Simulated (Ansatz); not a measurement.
**Fields on a plane of ZnInGaO4 (InGaZnO4 type, space group R3m)**

```yaml
crystal:
  lattice:
    - [1.67799, 0.96879, 8.70467]
    - [-1.67799, 0.96879, 8.70467]
    - [0.00000, -1.93758, 8.70467]
  atoms:
    - { symbol: In, position: [0.99692, 0.99692, 0.99692] }
    - { symbol: Ga, position: [0.21295, 0.21295, 0.21295] }
    - { symbol: Zn, position: [0.78119, 0.78119, 0.78119] }
    - { symbol: O, position: [0.13648, 0.13648, 0.13648] }
    - { symbol: O, position: [0.87897, 0.87897, 0.87897] }
    - { symbol: O, position: [0.28877, 0.28877, 0.28877] }
    - { symbol: O, position: [0.70472, 0.70472, 0.70472] }
```

The slice is a (1 -1 0 2) plane (indices of the conventional cell) through the point (0.781, 0.781, 0.781) (fractional), spanned by u = [1 0 -1] and v = [010] in vectors of this cell: u (3.36 Å) and v (8.92 Å, at 90° to u). It covers one period; positions are fractions (u, v).

Atoms on it: Zn at (0.00, 0.00); O at (0.50, 0.52). Other atoms lie within 1 Å of the plane.

These are PBE (plane waves to 420 eV, PAW, scalar-relativistic; Ansatz, an electronic-structure program) values and carry that method's errors. k mesh 11×11×11. Near the nuclei the fields are pseudised (PAW); where an atom keeps semicore shells as valence, they peak there. The PAW data are Ansatz's earlier set. ZnInGaO4 was relaxed with its symmetry unable to fall.

```
|xx  ............  |
|......        ....|
|==--::        ::--|
|@@@@**::    ::**@@|
|@@@@%%--    --%%@@|
|@@@@##::    ::##@@|
|%%##==        ==##|
|::::    ....    ::|
|..  ..--****--..  |
|  ..--@@@@@@@@--..|
|  ..##@@xxxx@@##..|
|  ..##@@xxxx@@##..|
|    ==%%@@@@%%==  |
|      --++++--    |
|**==............==|
|@@%%--..    ..--%%|
|@@@@==..    ..==@@|
|@@@@==........==@@|
|%%##::........::##|
|::..  ..----..  ..|
|    ..==####==..  |
|......++%%%%++....|
|xx  ..::####::..  |
|xxxx....====....xx|
```
Scale: ten equal steps from 0.02 (start of ' ') to 0.83 (end of '@'), in the order ' .:-=+*#%@'. Values: electron localisation function (ELF). The map has 9 points along u (two characters each, u = 0 at the left) and 24 along v (v = 0 in the bottom row). Points within 0.4 Å of a nucleus are blanked (x), as the pseudised field means little there.

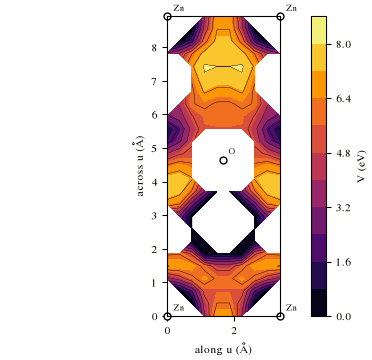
Figure. Electrostatic potential energy of an electron, from the cell's mean, in eV, one period of the plane, atoms marked. Points within 0.8 Å of a nucleus are left white, as the pseudised field means little there. Values under 0 eV are set to 0. The zero, the cell's mean, hangs on the PAW cores.

Element round which the density of the highest valence band (whole band, smooth part) is largest on this plane: O. Element round which the density of the lowest conduction band (whole band as if filled, smooth part) is largest on this plane: O.
